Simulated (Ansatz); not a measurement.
# SiH₄O + HBr: a complex and its separated parts, part 2 of 2

Ansatz 0.2.0, Gaussian basis. The steps go on from the part before.

## (13) CAM-B3LYP-D4/def2-TZVPP

The inputs:

parta/in.yaml

```yaml
crystal:
  periodic: [false, false, false]
  atoms:
    - {symbol: Si, position_ang: [-0.604117, -0.728601, -0.663024]}
    - {symbol: O, position_ang: [-0.134651, 0.081797, 0.692573]}
    - {symbol: H, position_ang: [-0.459826, -2.201677, -0.500952]}
    - {symbol: H, position_ang: [0.283756, -0.252816, -1.747966]}
    - {symbol: H, position_ang: [-2.023874, -0.443954, -1.009904]}
    - {symbol: H, position_ang: [-0.603624, -0.097079, 1.507934]}
basis:
  gaussian: {orbitals: def2-TZVPP}
hamiltonian: {xc: {name: CAM-B3LYP}, dispersion: d4}
```

partb/in.yaml

```yaml
crystal:
  periodic: [false, false, false]
  atoms:
    - {symbol: H, position_ang: [1.246902, 1.343769, 0.818292]}
    - {symbol: Br, position_ang: [2.295333, 2.298460, 0.902946]}
basis:
  gaussian: {orbitals: def2-TZVPP}
hamiltonian: {xc: {name: CAM-B3LYP}, dispersion: d4}
```

Each run has its own folder and the same command.

Launch:

```sh
> ansatz run in.yaml --threads 4 --pin off --events-out ev --progress --plain --max-ram 9574MiB
```

Output in parta, cut to the lines that bear on the results:

```text
Functional definition: CAM-B3LYP
  name "CAM-B3LYP"
  cite "Yanai, Tew & Handy, Chem. Phys. Lett. 393, 51 (2004) doi:10.1016/j.cplett.2004.06.011"
  cite "Iikura, Tsuneda, Yanai & Hirao, J. Chem. Phys. 115, 3540 (2001) doi:10.1063/1.1383587"
  cite "Becke, Phys. Rev. A 38, 3098 (1988) doi:10.1103/PhysRevA.38.3098"
  cite "Lee, Yang & Parr, Phys. Rev. B 37, 785 (1988) doi:10.1103/PhysRevB.37.785"
[...]
  # Exact exchange under (alpha + beta erf(omega r))/r, Becke's under what is left of 1/r.
[...]
678 factors; their error is unknown
177 factors; integrals over basis functions are off by at most 1.3e-5 eV
[...]
mean field -9991.52650250 eV, -367.1818264669 hartree, gradient 8.3e-5 eV, S^2 0.000000; 0 other end points of the search recorded, 0 dependent functions left out
reference -9991.52660444 eV, -367.1818302131 hartree; 13, 13 occupied and 116, 116 virtual orbitals, 678 factors
Total energy: -9991.57930982 eV, -367.1837671003 hartree
```

partb printed, cut to the lines that bear on the results:

```text
[... 6 set-up lines as earlier in the session ...]
[...]
  # Exact exchange under (alpha + beta erf(omega r))/r, Becke's under what is left of 1/r.
[...]
472 factors; their error is unknown
81 factors; integrals over basis functions are off by at most 1.2e-4 eV
[...]
mean field -70066.16345921 eV, -2574.8840145745 hartree, gradient 3.1e-5 eV, S^2 0.000000; 0 other end points of the search recorded, 0 dependent functions left out
reference -70066.16353591 eV, -2574.8840173931 hartree; 18, 18 occupied and 44, 44 virtual orbitals, 472 factors
Total energy: -70066.16901358 eV, -2574.8842186941 hartree
```

Times: 0.65 s (parta), 0.3 s (partb) on 4 threads of Arm Neoverse V1, shared host.

## (14) wB97X-V/def2-TZVPP

The same edit goes into each in.yaml of step 13 (parta, partb):

```diff
-hamiltonian: {xc: {name: CAM-B3LYP}, dispersion: d4}
+hamiltonian: {xc: {name: wB97X-V}}
```

Each run has its own folder and the same command.

Launch:

```sh
> ansatz run in.yaml --threads 4 --pin off --events-out ev --progress --plain --max-ram 9574MiB
```

Log of parta, cut to the lines that bear on the results:

```text
Functional definition: wB97X-V
  name "wB97X-V"
  cite "Mardirossian & Head-Gordon, Phys. Chem. Chem. Phys. 16, 9904 (2014) doi:10.1039/C3CP54374A"
[... 2 set-up lines as earlier in the session ...]
[...]
      + integral(e_c_pw_opposite_spin*poly(b97_u_opposite, cos0, cos1)) + vv10(b, c)
678 factors; their error is unknown
163 factors; integrals over basis functions are off by at most 1.4e-5 eV
[...]
mean field -9989.99704488 eV, -367.1256199361 hartree, gradient 4.8e-5 eV, S^2 0.000000; 0 other end points of the search recorded, 0 dependent functions left out
reference -9989.99704315 eV, -367.1256198727 hartree; 13, 13 occupied and 116, 116 virtual orbitals, 678 factors
Total energy: -9989.99704315 eV, -367.1256198727 hartree
```

Log of partb, cut to the lines that bear on the results:

```text
[... 5 set-up lines as earlier in the session ...]
[...]
      + integral(e_c_pw_opposite_spin*poly(b97_u_opposite, cos0, cos1)) + vv10(b, c)
472 factors; their error is unknown
72 factors; integrals over basis functions are off by at most 1.1e-4 eV
[...]
mean field -70056.29632692 eV, -2574.5214041513 hartree, gradient 1.2e-5 eV, S^2 0.000000; 0 other end points of the search recorded, 0 dependent functions left out
reference -70056.29632586 eV, -2574.5214041121 hartree; 18, 18 occupied and 44, 44 virtual orbitals, 472 factors
Total energy: -70056.29632586 eV, -2574.5214041121 hartree
```

Times: 1.6 s (parta), 0.6 s (partb) on 4 threads of Arm Neoverse V1, shared host.

## (15) wB97M-V/def2-TZVPP

The same edit goes into each in.yaml of step 14 (parta, partb):

```diff
-hamiltonian: {xc: {name: wB97X-V}}
+hamiltonian: {xc: {name: wB97M-V}}
```

Each run has its own folder and the same command.

Launch:

```sh
> ansatz run in.yaml --threads 4 --pin off --events-out ev --progress --plain --max-ram 9574MiB
```

Log of parta, cut to the lines that bear on the results:

```text
Functional definition: wB97M-V
  name "wB97M-V"
  cite "Mardirossian & Head-Gordon, J. Chem. Phys. 144, 214110 (2016) doi:10.1063/1.4952647"
[... 2 set-up lines as earlier in the session ...]
  # Of w^i u^j: cxij and so on, Table III.
[...]
  gx(w, u) = 1 - cx + cx01*u + cx10*w
[...]
      + integral(e_c_pw_mod_opposite_spin*gos(b97_w_opposite, b97_u_opposite)) + vv10(b, c)
678 factors; their error is unknown
163 factors; integrals over basis functions are off by at most 1.4e-5 eV
[...]
mean field -9990.45390997 eV, -367.1424094183 hartree, gradient 4.2e-5 eV, S^2 0.000000; 0 other end points of the search recorded, 0 dependent functions left out
reference -9990.45395214 eV, -367.1424109681 hartree; 13, 13 occupied and 116, 116 virtual orbitals, 678 factors
Total energy: -9990.45395214 eV, -367.1424109681 hartree
```

Log of partb, cut to the lines that bear on the results:

```text
[... 5 set-up lines as earlier in the session ...]
  # Of w^i u^j: cxij and so on, Table III.
[...]
  gx(w, u) = 1 - cx + cx01*u + cx10*w
[...]
      + integral(e_c_pw_mod_opposite_spin*gos(b97_w_opposite, b97_u_opposite)) + vv10(b, c)
467 factors; their error is unknown
72 factors; integrals over basis functions are off by at most 1.1e-4 eV
[...]
mean field -70058.67557624 eV, -2574.6088399510 hartree, gradient 8.6e-6 eV, S^2 0.000000; 0 other end points of the search recorded, 0 dependent functions left out
reference -70058.67560205 eV, -2574.6088408993 hartree; 18, 18 occupied and 44, 44 virtual orbitals, 467 factors
Total energy: -70058.67560205 eV, -2574.6088408993 hartree
```

Times: 1.8 s (parta), 0.7 s (partb) on 4 threads of Arm Neoverse V1, shared host.

## (16) B2PLYP/def2-TZVPP

The same edit goes into each in.yaml of step 15 (parta, partb):

```diff
-hamiltonian: {xc: {name: wB97M-V}}
+hamiltonian: {xc: {name: B2PLYP}}
```

One command serves all of them, each in its own folder.

Launch:

```sh
> ansatz run in.yaml --threads 4 --pin off --events-out ev --progress --plain --max-ram 9574MiB
```

Log of parta, cut to the lines that bear on the results:

```text
Functional definition: B2PLYP
  name "B2PLYP"
  cite "Grimme, J. Chem. Phys. 124, 034108 (2006) doi:10.1063/1.2148954"
[... 2 set-up lines as earlier in the session ...]
[...]
746 factors; integrals over basis functions are off by at most 9.3e-4 eV
[...]
mean field -9983.99686702 eV, -366.9051174670 hartree, gradient 2.8e-6 eV, S^2 0.000000; 0 other end points of the search recorded, 0 dependent functions left out
6 core orbitals not correlated: weight in the atoms' cores, before any rotation towards them, 1.000 or more for the frozen orbitals, at most 0.000 for the correlated occupied ones
reference -9983.99699928 eV, -366.9051223273 hartree; 7, 7 occupied and 116, 116 virtual orbitals, 746 factors
second order -12.31505272 eV of doubles, -0.00000000 eV of singles
Total energy: -9987.32206351 eV, -367.0273161841 hartree
```

partb printed, cut to the lines that bear on the results:

```text
[... 5 set-up lines as earlier in the session ...]
[...]
399 factors; integrals over basis functions are off by at most 1.5e-3 eV
[...]
mean field -70049.78224629 eV, -2574.2820161035 hartree, gradient 1.6e-6 eV, S^2 0.000000; 0 other end points of the search recorded, 0 dependent functions left out
9 core orbitals not correlated: weight in the atoms' cores, before any rotation towards them, 1.000 or more for the frozen orbitals, at most 0.000 for the correlated occupied ones
reference -70049.78234703 eV, -2574.2820198055 hartree; 9, 9 occupied and 44, 44 virtual orbitals, 399 factors
second order -9.24618562 eV of doubles, -0.00000000 eV of singles
Total energy: -70052.27881715 eV, -2574.3737633901 hartree
```

Wall times: 0.9 s (parta), 0.4 s (partb) on 4 threads of Arm Neoverse V1, shared host.

## (17) PBE-QIDH/def2-TZVPP

Each input of step 16 (parta, partb) changes in the same lines:

```diff
-hamiltonian: {xc: {name: B2PLYP}}
+hamiltonian: {xc: {name: PBE-QIDH}}
```

Each run has its own folder and the same command.

Launch:

```sh
> ansatz run in.yaml --threads 4 --pin off --events-out ev --progress --plain --max-ram 9574MiB
```

Log of parta, cut to the lines that bear on the results:

```text
Functional definition: PBE-QIDH
  name "PBE-QIDH"
  cite "Brémond, Sancho-García, Pérez-Jiménez & Adamo, J. Chem. Phys. 141, 031101 (2014) doi:10.1063/1.4890314"
[... 1 set-up line as earlier in the session ...]
[...]
746 factors; integrals over basis functions are off by at most 9.3e-4 eV
[...]
mean field -9979.98641707 eV, -366.7577361496 hartree, gradient 3.7e-6 eV, S^2 0.000000; 0 other end points of the search recorded, 0 dependent functions left out
6 core orbitals not correlated: weight in the atoms' cores, before any rotation towards them, 1.000 or more for the frozen orbitals, at most 0.000 for the correlated occupied ones
reference -9979.98642730 eV, -366.7577365257 hartree; 7, 7 occupied and 116, 116 virtual orbitals, 746 factors
second order -11.46574086 eV of doubles, -0.00000000 eV of singles
Total energy: -9983.80834093 eV, -366.8981892607 hartree
```

Output in partb, cut to the lines that bear on the results:

```text
[... 4 set-up lines as earlier in the session ...]
[...]
399 factors; integrals over basis functions are off by at most 1.5e-3 eV
[...]
mean field -70043.31097452 eV, -2574.0442012521 hartree, gradient 9.0e-7 eV, S^2 0.000000; 0 other end points of the search recorded, 0 dependent functions left out
9 core orbitals not correlated: weight in the atoms' cores, before any rotation towards them, 1.000 or more for the frozen orbitals, at most 0.000 for the correlated occupied ones
reference -70043.31098164 eV, -2574.0442015138 hartree; 9, 9 occupied and 44, 44 virtual orbitals, 399 factors
second order -8.68131503 eV of doubles, -0.00000000 eV of singles
Total energy: -70046.20475331 eV, -2574.1505456614 hartree
```

Times: 0.9 s (parta), 0.4 s (partb) on 4 threads of Arm Neoverse V1, shared host.

## (18) RPA on PBE/def2-TZVPP

Each input of step 17 (parta, partb) changes in the same lines:

```diff
-hamiltonian: {xc: {name: PBE-QIDH}}
+hamiltonian: {xc: pbe}
+correlation: {method: rpa}
```

One command serves all of them, each in its own folder.

Launch:

```sh
> ansatz run in.yaml --threads 4 --pin off --events-out ev --progress --plain --max-ram 9574MiB
```

parta printed, cut to the lines that bear on the results:

```text
[... 4 set-up lines as earlier in the session ...]
[...]
746 factors; integrals over basis functions are off by at most 9.3e-4 eV
[...]
mean field -9985.38600196 eV, -366.9561672343 hartree, gradient 5.8e-6 eV, S^2 0.000000; 0 other end points of the search recorded, 0 dependent functions left out
6 core orbitals not correlated: weight in the atoms' cores, before any rotation towards them, 1.000 or more for the frozen orbitals, at most 0.000 for the correlated occupied ones
reference -9964.31042620 eV, -366.1816541108 hartree; 7, 7 occupied and 116, 116 virtual orbitals, 746 factors
Total energy: -9981.80781463 eV, -366.8246712753 hartree
```

partb printed, cut to the lines that bear on the results:

```text
[... 4 set-up lines as earlier in the session ...]
[...]
399 factors; integrals over basis functions are off by at most 1.5e-3 eV
[...]
mean field -70052.13666023 eV, -2574.3685392198 hartree, gradient 4.5e-6 eV, S^2 0.000000; 0 other end points of the search recorded, 0 dependent functions left out
9 core orbitals not correlated: weight in the atoms' cores, before any rotation towards them, 1.000 or more for the frozen orbitals, at most 0.000 for the correlated occupied ones
reference -70014.55941176 eV, -2572.9876008094 hartree; 9, 9 occupied and 44, 44 virtual orbitals, 399 factors
Total energy: -70026.49301690 eV, -2573.4261527094 hartree
```

Wall times: 0.85 s (parta), 0.35 s (partb) on 4 threads of Arm Neoverse V1, shared host.

## (19) CCSD(T)/def2-TZVPP

The same edit goes into each in.yaml of step 18 (parta, partb):

```diff
-hamiltonian: {xc: pbe}
-correlation: {method: rpa}
+correlation: {method: ccsd_t}
```

Each run has its own folder and the same command.

Launch:

```sh
> ansatz run in.yaml --threads 4 --pin off --events-out ev --progress --plain --max-ram 9574MiB
```

parta printed, cut to the lines that bear on the results:

```text
Functional definition: HF
  name "HF"
  cite "Fock, Z. Phys. 61, 126 (1930) doi:10.1007/BF01340294"
[... 1 set-up line as earlier in the session ...]
[...]
746 factors; integrals over basis functions are off by at most 9.3e-4 eV
[...]
mean field -9965.09493550 eV, -366.2104842958 hartree, gradient 2.3e-6 eV, S^2 0.000000; 0 other end points of the search recorded, 0 dependent functions left out
6 core orbitals not correlated: weight in the atoms' cores, before any rotation towards them, 1.000 or more for the frozen orbitals, at most 0.000 for the correlated occupied ones
reference -9965.09493550 eV, -366.2104842958 hartree; 7, 7 occupied and 116, 116 virtual orbitals, 746 factors
second order -10.23286233 eV of doubles, -0.00000000 eV of singles
cycle   1  -10.56870866 eV  change   -3.4e-1 eV  update   6.9e-2
[...]
cycle   9  -10.90249874 eV  change   -3.9e-6 eV  update   8.1e-6
perturbative correction -0.32816565 eV, -0.0120598654 hartree
Total energy: -9976.32559990 eV, -366.6232036001 hartree
```

partb printed, cut to the lines that bear on the results:

```text
[... 4 set-up lines as earlier in the session ...]
[...]
399 factors; integrals over basis functions are off by at most 1.5e-3 eV
[...]
mean field -70014.93833754 eV, -2573.0015260750 hartree, gradient 1.4e-6 eV, S^2 0.000000; 0 other end points of the search recorded, 0 dependent functions left out
9 core orbitals not correlated: weight in the atoms' cores, before any rotation towards them, 1.000 or more for the frozen orbitals, at most 0.000 for the correlated occupied ones
reference -70014.93833754 eV, -2573.0015260750 hartree; 9, 9 occupied and 44, 44 virtual orbitals, 399 factors
second order -7.83906725 eV of doubles, -0.00000000 eV of singles
cycle   1  -7.92764830 eV  change   -8.9e-2 eV  update   4.5e-2
[...]
cycle   7  -8.11358975 eV  change   -4.9e-6 eV  update   1.2e-5
perturbative correction -0.24159968 eV, -0.0088786246 hartree
Total energy: -70023.29352698 eV, -2573.3085736233 hartree
```

Wall times: 2.6 s (parta), 0.35 s (partb) on 4 threads of Arm Neoverse V1, shared host; peak memory 0.6 GiB.

## (20) Vibrations of SiH₄O

Input file vib-parta/in.yaml:

```yaml
crystal:
  periodic: [false, false, false]
  atoms:
    - {symbol: Si, position_ang: [-0.604117, -0.728601, -0.663024]}
    - {symbol: O, position_ang: [-0.134651, 0.081797, 0.692573]}
    - {symbol: H, position_ang: [-0.459826, -2.201677, -0.500952]}
    - {symbol: H, position_ang: [0.283756, -0.252816, -1.747966]}
    - {symbol: H, position_ang: [-2.023874, -0.443954, -1.009904]}
    - {symbol: H, position_ang: [-0.603624, -0.097079, 1.507934]}
basis:
  gaussian: {orbitals: def2-TZVP}
hamiltonian: {xc: pbe0, dispersion: d4}
phonons: {temperatures: {t_min: 298.15, t_max: 900, t_step: 200}}
```

Launch:

```sh
> ansatz run in.yaml --threads 4 --pin off --events-out ev --progress --plain --max-ram 9574MiB
```

The program printed, cut to the lines that bear on the results:

```text
[... 5 set-up lines as earlier in the session ...]
[...]
595 factors; their error is unknown
[...]
mean field -9986.23328374 eV, -366.9873042655 hartree, gradient 4.1e-5 eV, S^2 0.000000; 0 other end points of the search recorded, 0 dependent functions left out
[...]
Atom 3 at     0.283756    -0.252816    -1.747966 Å, force    -0.000223    -0.000294    -0.000197 eV/Å
Atom 4 at    -2.023874    -0.443954    -1.009904 Å, force     0.000185     0.000300     0.000495 eV/Å
Atom 5 at    -0.603624    -0.097079     1.507934 Å, force    -0.002963    -0.003074    -0.000620 eV/Å
Dipole moment:    -0.190199    -0.118741     0.171740 e Å
Vibrations: 194.49 679.68 719.06 846.82 907.74 946.78 966.99 993.28 2208.49 2213.54 2260.47 3931.84 cm⁻¹, zero-point energy 1.045756 eV
```

It took 12 s on 4 threads of Arm Neoverse V1, shared host.

The modes, with what each moves most:

```tsv
mode	wavenumber (cm⁻¹)	character
1	194	torsion
2	680	bend
3	719	bend
4	847	bend with Si–O stretch
5	908	bend with Si–O stretch
6	947	bend with torsion
7	967	bend with torsion
8	993	bend
9	2208	Si–H stretch
10	2214	Si–H stretch
11	2260	Si–H stretch
12	3932	O–H stretch
```

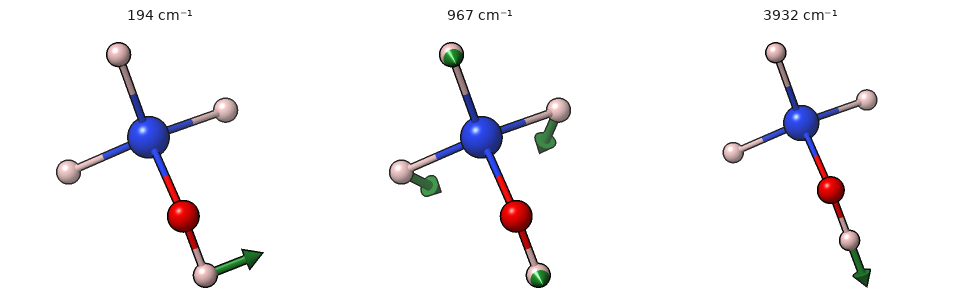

How the atoms move in 3 of the modes.

Vibrational sums (real modes only):

```tsv
T (K)	entropy (J/mol/K)	heat capacity (J/mol/K)
298	14.3	24.4
498	32.1	45.2
698	49.7	58.7
898	65.7	68.0
```

## (21) Vibrations of HBr

Input file vib-partb/in.yaml:

```yaml
crystal:
  periodic: [false, false, false]
  atoms:
    - {symbol: H, position_ang: [1.246902, 1.343769, 0.818292]}
    - {symbol: Br, position_ang: [2.295333, 2.298460, 0.902946]}
basis:
  gaussian: {orbitals: def2-TZVP}
hamiltonian: {xc: pbe0, dispersion: d4}
phonons: {temperatures: {t_min: 298.15, t_max: 900, t_step: 200}}
```

Launch:

```sh
> ansatz run in.yaml --threads 4 --pin off --events-out ev --progress --plain --max-ram 9574MiB
```

The program printed, cut to the lines that bear on the results:

```text
[... 5 set-up lines as earlier in the session ...]
[...]
457 factors; their error is unknown
[...]
mean field -70054.57278214 eV, -2574.4580650488 hartree, gradient 2.1e-5 eV, S^2 0.000000; 0 other end points of the search recorded, 0 dependent functions left out
[...]
reference -70054.57271510 eV, -2574.4580625849 hartree; 18, 18 occupied and 36, 36 virtual orbitals, 457 factors
Total energy: -70054.57831872 eV, -2574.4582685143 hartree
Atom 0 at     1.246902     1.343769     0.818292 Å, force    -0.001002    -0.000913    -0.000081 eV/Å
Atom 1 at     2.295333     2.298460     0.902946 Å, force     0.001002     0.000913     0.000081 eV/Å
Dipole moment:    -0.146385    -0.133297    -0.011820 e Å
Vibrations: 2667.82 cm⁻¹, zero-point energy 0.165383 eV
```

Wall time 2.1 s (4 threads of Arm Neoverse V1, shared host).

The modes, with what each moves most:

```tsv
mode	wavenumber (cm⁻¹)	character
1	2668	Br–H stretch
```

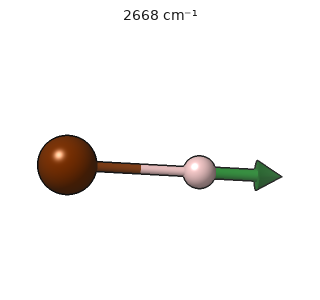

How the atoms move in 1 of the modes.

Vibrational sums (real modes only):

```tsv
T (K)	entropy (J/mol/K)	heat capacity (J/mol/K)
298	0.0	0.0
498	0.0	0.2
698	0.2	1.0
898	0.6	2.2
```

## (22) Complex less separated parts

The complex's own energies come from single points at the same levels.

Rows are in def2-TZVPP; times add the 3 runs of a level on a shared host, so small differences are noise.

Differences are taken before rounding.

```tsv
method	rung	complex less parts (kJ/mol)	from CCSD(T) (kJ/mol)	time
SPW92	LDA	-34.4	-16.8	1.2 s
PBE-D4	GGA	-23.7	-6.1	1.9 s
BLYP-D4	GGA	-21.9	-4.4	2.1 s
r2SCAN-D4	meta-GGA	-20.5	-2.9	4.4 s
B97M-V	meta-GGA	-17.7	-0.2	7.7 s
PBE0-D4	hybrid	-21.8	-4.3	2.5 s
B3LYP-D4	hybrid	-21.4	-3.9	2.4 s
r2SCAN0-D4	hybrid	-20.0	-2.5	4.7 s
BHLYP-D4	hybrid	-20.8	-3.2	2.5 s
CAM-B3LYP-D4	range-separated hybrid	-22.0	-4.4	2.8 s
wB97X-V	range-separated hybrid	-18.8	-1.2	6.4 s
wB97M-V	range-separated hybrid	-18.6	-1.1	8 s
B2PLYP	double hybrid	-17.1	+0.4	4.2 s
PBE-QIDH	double hybrid	-18.7	-1.2	4.3 s
RPA on PBE	RPA	-13.4	+4.2	3.9 s
Hartree-Fock	wavefunction	-6.1	+11.5	
MP2	wavefunction	-20.2	-2.6	
CCSD	wavefunction	-15.5	+2.1	
CCSD(T)	wavefunction	-17.6	0	50 s
```

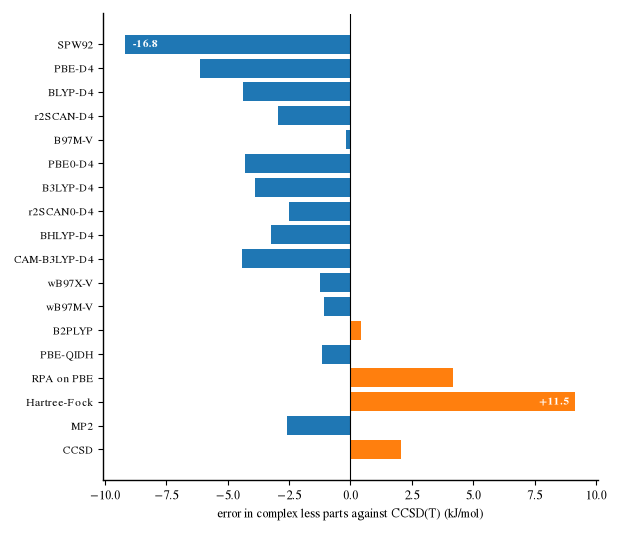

Error of each method against CCSD(T). Bars with a number in them are cut short.

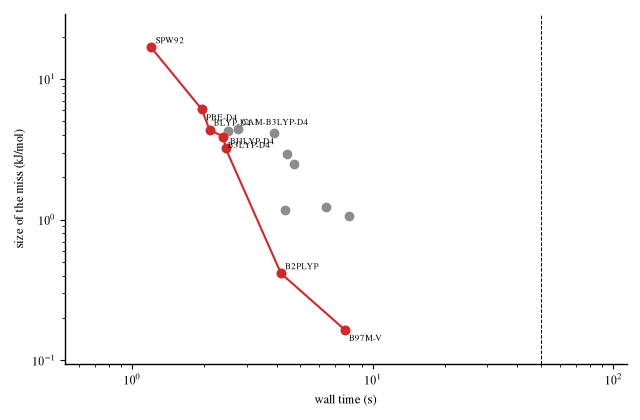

Accuracy for the time spent; red marks the levels that beat every quicker one drawn (of those quicker than the yardstick), and the dashed line is the time of CCSD(T). Only those levels and the largest misses are named. Times are from a shared host.

B97M-V reaches 0.2 kJ/mol from the reference in 7.7 s, where CCSD(T) took 50 s; the quickest level in the cost chart, SPW92, takes 1.2 s and misses by 16.8 kJ/mol.

The complex's zero-point energy, from a separate PBE0-D4 run, is 1.265 eV.

## (23) Summary of results

What follows sums up all 2 parts.

| quantity | value |
| --- | --- |
| complex less parts, CCSD(T)/def2-TZVPP | -17.6 kJ/mol |
| with zero-point energy | -12.4 kJ/mol |
| largest T1 diagnostic | 0.011 |

In words: At CCSD(T) the complex lies 17.6 kJ/mol below its parts. B97M-V is the best functional here (-0.2 kJ/mol from CCSD(T)); SPW92 is the worst (-16.8 kJ/mol). By rung, the mean size of the error is: LDA 16.8, GGA 5.2, meta-GGA 1.6, hybrid 3.5, range-separated hybrid 2.2, double hybrid 0.8 kJ/mol. PBE-D4 gives a relative energy 6.1 kJ/mol too low, outside chemical accuracy (1 kcal/mol, 4.2 kJ/mol). No counterpoise was applied, and triple zeta lacks some correlation, so the CCSD(T) reference has a basis error of its own, and close matches with it are partly luck.
